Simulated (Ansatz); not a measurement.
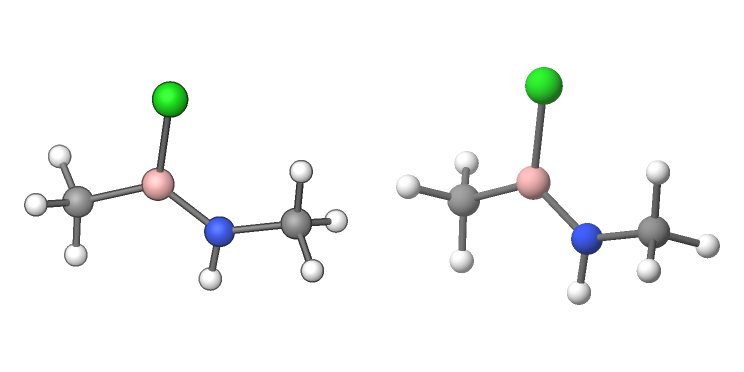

Both panels show the same species. Colours: carbon grey, nitrogen blue, boron pink, chlorine green, hydrogen white.

Description:

It has 12 atoms: 2 carbon, 7 hydrogen, 1 boron, 1 chlorine and 1 nitrogen (C2H7BClN). Its SMILES string is `CNB(C)Cl`. It has no ring. The point group is Cs. Coordination: 2 C tetrahedral; 1 N trigonal planar; 1 B trigonal planar.

More results for the same structure follow; atom numbers are the same in all pictures, views and colours differ. The computed structure is the end point of a PBE0-D4/def2-TZVP optimisation.

### Levels of theory compared

Program: Ansatz 0.2.0.

At this fixed geometry, give HOMO–LUMO gap (eV), HOMO energy (eV) at these levels: BHLYP-D4/def2-TZVPP; CAM-B3LYP-D4/def2-TZVPP; HSE06-D4/def2-TZVPP; PBE-D4/def2-TZVPP; PBE0-D4/def2-QZVPP; PBE0-D4/def2-SVP; PBE0-D4/def2-TZVPP; r2SCAN-D4/def2-TZVPP; revPBE-D4/def2-TZVPP; ωB97M-V/def2-SVP.

```csv
level,HOMO–LUMO gap (eV),HOMO energy (eV)
BHLYP-D4/def2-TZVPP,10.18,−8.89
CAM-B3LYP-D4/def2-TZVPP,10.49,−9.04
HSE06-D4/def2-TZVPP,7.64,−7.25
PBE-D4/def2-TZVPP,6.11,−6.33
PBE0-D4/def2-QZVPP,8.06,−7.68
PBE0-D4/def2-SVP,8.57,−7.51
PBE0-D4/def2-TZVPP,8.41,−7.65
r2SCAN-D4/def2-TZVPP,6.72,−6.59
revPBE-D4/def2-TZVPP,6.14,−6.28
ωB97M-V/def2-SVP,12.93,−9.79
```

### Charges

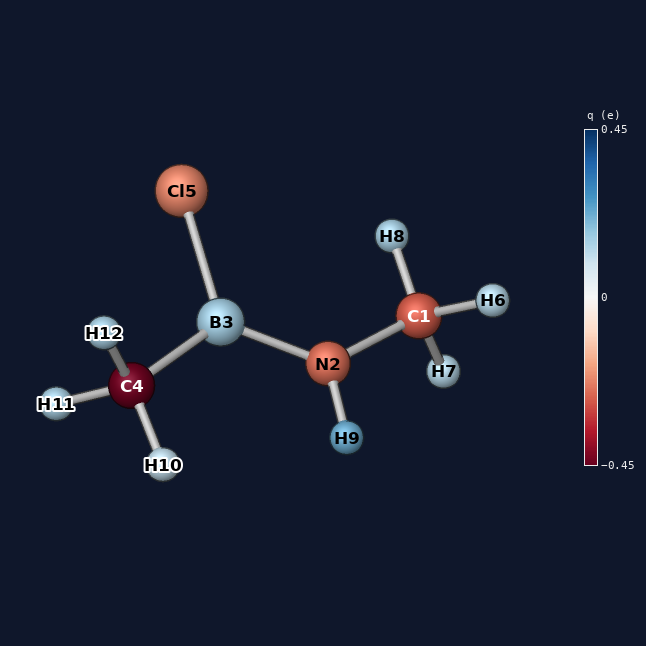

Atoms are coloured by their Mulliken charges. Properties computed with RKS PBE0-D4/def2-TZVP (Ansatz 0.2.0).

Which atom carries the highest charge (most positive or least negative)?

H9 (0.22 e).

And the lowest?

C4 (−0.44 e).

Give the Mulliken charges atom by atom.

```
atom  value (e)
  C1      −0.27
  N2      −0.25
  B3       0.15
  C4      −0.44
 Cl5      −0.22
  H6       0.13
  H7       0.13
  H8       0.14
  H9       0.22
 H10       0.11
 H11       0.15
 H12       0.15
```

### Dipole moment

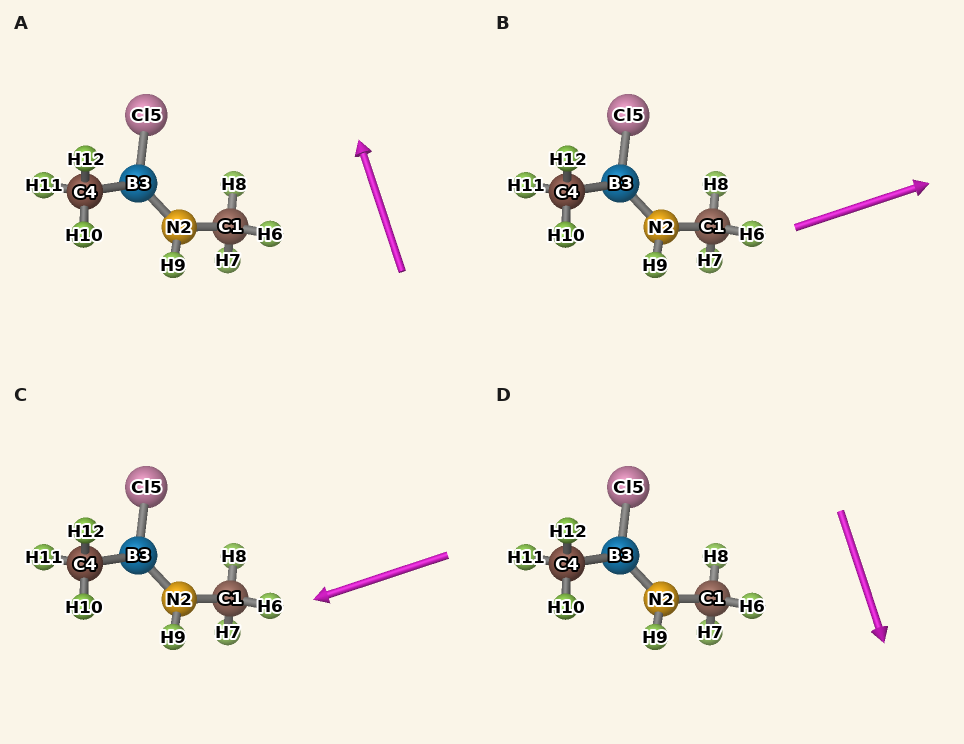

The same molecule four times, each with an arrow. Level of theory: RKS ωB97M-V/def2-TZVPP (Ansatz 0.2.0).

Which arrow points along the dipole moment, from the negative to the positive end?

D. The dipole moment is 2.61 D; it points from the side of Cl5 to the side of H6, H7, H9 (the outermost atoms at the two ends).

Mulliken values depend strongly on the basis set and can even reverse the polarity of a bond.
